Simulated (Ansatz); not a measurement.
# GaH₅O (built from SMILES [H][H].[OH][GaH2]): one structure at several levels

Aim: energy, forces and dipole at a displaced guess of a reacting structure, from CCSD(T) and from density functionals.

Computed with Ansatz 0.2.0, Gaussian basis. Level: single points in def2-TZVPP.

Correlated methods freeze the cores. Filled d shells of the heavier atoms are correlated.

### 1 The system as given

7 atoms, charge 0, spin multiplicity 1.

Atoms are counted from 1 here; the program's logs count them from 0.

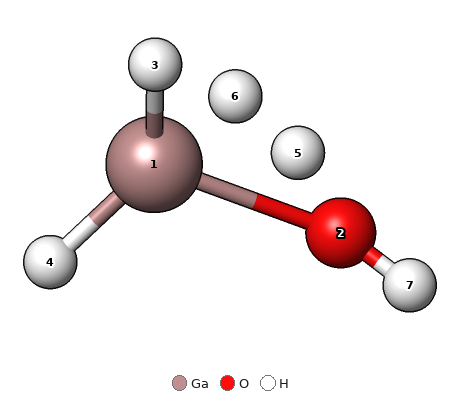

Start geometry, drawn with gallium pink, oxygen red, hydrogen white; atoms are numbered from 1 in the order of the file.

As a file:

```
Ga   -0.2425   -0.9198    0.3198
O    -0.2951    1.2302   -0.3297
H    -0.8267   -1.9257   -0.7984
H    -0.2938   -1.0691    1.9201
H     0.9276    0.6903   -0.4001
H     1.5050   -0.0817   -0.3189
H    -0.7120    2.0872   -0.4410
```

### 2 CCSD(T)/def2-TZVPP

The input, run/in.yaml:

```yaml
crystal:
  periodic: [false, false, false]
  atoms:
    - {symbol: Ga, position_ang: [-0.242500, -0.919800, 0.319800]}
    - {symbol: O, position_ang: [-0.295100, 1.230200, -0.329700]}
    - {symbol: H, position_ang: [-0.826700, -1.925700, -0.798400]}
    - {symbol: H, position_ang: [-0.293800, -1.069100, 1.920100]}
    - {symbol: H, position_ang: [0.927600, 0.690300, -0.400100]}
    - {symbol: H, position_ang: [1.505000, -0.081700, -0.318900]}
    - {symbol: H, position_ang: [-0.712000, 2.087200, -0.441000]}
basis:
  gaussian: {orbitals: def2-TZVPP}
correlation: {method: ccsd_t}
output: {forces: true}
```

The command line of these runs was not kept.

### 3 PBE0-D4/def2-TZVPP

Changes to run/in.yaml since step 2:

```diff
@@ -12,3 +12,3 @@
   gaussian: {orbitals: def2-TZVPP}
-correlation: {method: ccsd_t}
-output: {forces: true}
+hamiltonian: {xc: pbe0, dispersion: d4}
+output: {forces: true, orbitals: {seedname: orbitals}}
```

### 4 wB97M-V/def2-TZVPP

Changes to run/in.yaml since step 3:

```diff
@@ -12,3 +12,3 @@
   gaussian: {orbitals: def2-TZVPP}
-hamiltonian: {xc: pbe0, dispersion: d4}
-output: {forces: true, orbitals: {seedname: orbitals}}
+hamiltonian: {xc: {name: wB97M-V}}
+output: {forces: true}
```

### 5 r2SCAN-D4/def2-TZVPP

Changes to run/in.yaml since step 4:

```diff
@@ -12,3 +12,3 @@
   gaussian: {orbitals: def2-TZVPP}
-hamiltonian: {xc: {name: wB97M-V}}
+hamiltonian: {xc: r2scan, dispersion: d4}
 output: {forces: true}
```

### 6 PBE-D4/def2-TZVPP

Changes to run/in.yaml since step 5:

```diff
@@ -12,3 +12,3 @@
   gaussian: {orbitals: def2-TZVPP}
-hamiltonian: {xc: r2scan, dispersion: d4}
+hamiltonian: {xc: pbe, dispersion: d4}
 output: {forces: true}
```

### 7 revPBE-D4/def2-TZVPP

Changes to run/in.yaml since step 6:

```diff
@@ -12,3 +12,3 @@
   gaussian: {orbitals: def2-TZVPP}
-hamiltonian: {xc: pbe, dispersion: d4}
+hamiltonian: {xc: {name: revPBE}, dispersion: d4}
 output: {forces: true}
```

### 8 SPW92/def2-TZVPP

Changes to run/in.yaml since step 7:

```diff
@@ -12,3 +12,3 @@
   gaussian: {orbitals: def2-TZVPP}
-hamiltonian: {xc: {name: revPBE}, dispersion: d4}
+hamiltonian: {xc: lda}
 output: {forces: true}
```

(Steps that only read results are left out.)

**Question.** What will these runs give? Wanted: energy less free atoms, CCSD(T)/def2-TZVPP; RMS force component; RMS force error; HOMO and LUMO, PBE0-D4; T1 diagnostic.

As calculated:

| quantity | value |
| --- | --- |
| energy less free atoms, CCSD(T)/def2-TZVPP | -1656.4 kJ/mol |
| RMS force component | 0.580 to 0.805 eV/Å over the methods |
| RMS force error | PBE0-D4 0.094, wB97M-V 0.067, r2SCAN-D4 0.075, PBE-D4 0.192, revPBE-D4 0.238, SPW92 0.266 eV/Å |
| HOMO and LUMO, PBE0-D4 | -7.95 and -1.33 eV |
| T1 diagnostic | 0.015 |

What this shows: Against CCSD(T) the functionals' energies less atoms differ by -297.3 to +9.7 kJ/mol, PBE-D4 by -37.3 kJ/mol. A larger basis would deepen the CCSD(T) value, while the functionals are nearly converged already, so the order here is not reliable. The forces of wB97M-V come nearest to CCSD(T), those of SPW92 are farthest. Frozen-core CCSD(T) forces in triple zeta carry basis errors of their own, and this is one geometry, so small gaps rank nothing.
